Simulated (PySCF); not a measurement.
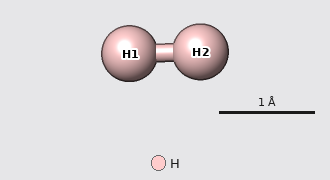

The structure (ball-and-stick view, seen at a tilt; atoms are numbered from 1 in the order of the input).

## What a change does: single-point calculation on H2

System: H2.
Method of run 1: RKS PBE0-D4/def2-TZVPP, density fitting (PySCF 2.14.0).

The geometry comes from this level: PBE0-D4/def2-TZVP. Text and figures count atoms from 1; the logs count them from 0 in places.

### The input, run 1
```python
import json, numpy as np
from pyscf import gto, scf, dft, mp, cc
EV, BOHR = 27.211386245988, 0.529177210903
mol = gto.M(atom="""
H 2.985624 0.059908 -0.463720
H 2.257336 0.066763 -0.625339
""", basis="def2-tzvpp", charge=0, spin=0, max_memory=8670, verbose=0)
def mean_field(mol, dm=None):
    mf = dft.RKS(mol, xc="pbe0").density_fit()
    mf.conv_tol = 1e-9; mf.grids.level = 4
    mf.kernel(dm0=dm)
    if not mf.converged: mf = mf.newton().run(mf.mo_coeff, mf.mo_occ)
    assert mf.converged
    return mf
def d4(mol):
    from pyscf.dispersion.dftd4 import DFTD4Dispersion
    real = gto.M(atom=[(mol.atom_pure_symbol(i), mol.atom_coord(i)) for i in range(2)], unit='B', charge=mol.charge, spin=None, basis='def2-svp', verbose=0)
    r = DFTD4Dispersion(real, xc="pbe0", atm=True).get_dispersion(grad=True); return r["energy"], r["gradient"]
def energy_and_gradient(mol, dm=None):
    mf = mean_field(mol, dm); e, g = d4(mol)
    return mf, (mf.e_tot + e) * EV, (mf.nuc_grad_method().kernel()[:2] + g) * EV / BOHR
out = {}
mf = mean_field(mol); e = d4(mol)[0]
out.update(energy=(mf.e_tot + e) * EV, converged=True, dispersion=e * EV)
out['s2'] = mf.spin_square()[0]; out['nelec'] = mol.nelec
print(f"Total energy {out['energy']:.6f} eV, <S^2> {out['s2']:.4f}")
json.dump(out, open("out.json", "w"), default=float)
```

Command:
```bash
OMP_NUM_THREADS=4 python run.py
```

Hardware: 4 threads of Arm Neoverse V1, 23 GiB of memory available, shared host.

### Output (run 1)
```
Total energy -31.798204 eV, <S^2> 0.0000
```

The input of run 2 differs as follows (lines with − go, lines with + come):
```diff
-    mf = dft.RKS(mol, xc="pbe0").density_fit()
+    mf = dft.RKS(mol, xc="pbe").density_fit()
-    r = DFTD4Dispersion(real, xc="pbe0", atm=True).get_dispersion(grad=True); return r["energy"], r["gradient"]
+    r = DFTD4Dispersion(real, xc="pbe", atm=True).get_dispersion(grad=True); return r["energy"], r["gradient"]
```

Predict how the results change.

The total energies belong to different models, so their difference says nothing on which is more stable or more accurate. The functional changes from PBE0 to PBE.

### Output (run 2)
```
Total energy -31.737596 eV, <S^2> 0.0000
```

### The two runs side by side

| quantity | run 1 | run 2 |
| --- | --- | --- |
| outcome | converged | converged |
| total energy (hartree) | −1.168562 | −1.166335 |
| basis functions | 28 | 28 |
| wall time (shared host) | 0.8 s | 0.8 s |
